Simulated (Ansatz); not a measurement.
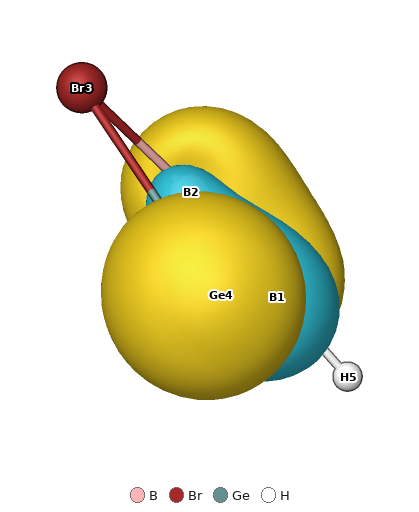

The picture shows: B$_{2}$BrGeH. The HOMO−1 at ±0.15 Å⁻³ᐟ² (yellow and cyan are the two phases), seen at an oblique angle.

Geometry: PBE0-D3(BJ)/def2-SVP.

These are results of isolated molecule in a Gaussian basis; Kohn-Sham density functional theory, functional PBE0 (Ansatz), not measurements.

```xyz
5

B     0.0813    1.2081   -0.4437
B    -1.0602    0.2458   -0.5094
Br   -1.8520   -1.4552   -0.3126
Ge    0.8642   -0.5782    0.1764
H     0.8755    2.1039   -0.4517
```

What is the character of this orbital?

Its weight (Hirshfeld) is mainly on Ge4 (about 45 %), B1 (about 25 %) and B2 (about 25 %); it is symmetric in the molecular plane (an in-plane orbital: σ, lone-pair or in-plane π type). Its energy is −6.69 eV.
